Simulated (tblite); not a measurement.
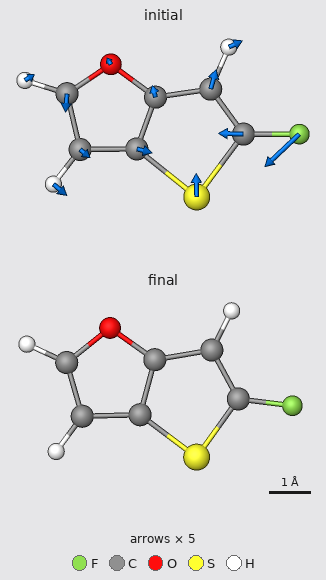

The structure of C6H3FOS before (top) and after (bottom) a relaxation, at one scale. The blue arrows give the displacements, magnified 5 times.

Style: ball-and-stick. Shown face on.

Theory: GFN2-xTB geometry optimisation, gas phase (tblite 0.8.0). 

Describe what moved and what it gained.

After 23 geometry steps the energy has fallen by 0.957 eV. The F atom moves most after the best rigid fit: 0.24 Å. By element the largest moves are F 0.24 Å, C 0.13 Å, S 0.12 Å, H 0.09 Å, O 0.04 Å. Some distances before and after: C–S 1.912 → 1.747 Å, C–S 1.877 → 1.726 Å, C–O 1.289 → 1.354 Å, C–C 1.363 → 1.412 Å. Among the angles between lasting bonds that change: O–C–H 128.7° → 116.6°, C–C–H 120.7° → 130.9°, C–C–C 117.8° → 108.8°.
